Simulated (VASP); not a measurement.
Shape and ions are relaxed at each volume.

Energy against volume of SiC (wurtzite). Calculation: revPBE GGA, VASP's PBE PAW potentials (set 64) (plane waves; VASP).

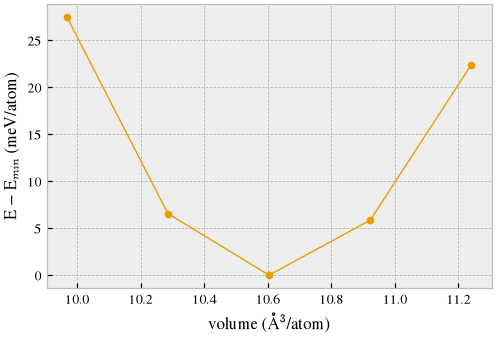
*Energy against volume*

### Question
Estimate the equilibrium volume and the bulk modulus.

### Answer
The minimum lies near 10.6 Å³/atom, and the curvature gives B0 of about 210 GPa.

The compound is SiC in the wurtzite structure, the rare 2H polytype. It was relaxed first.
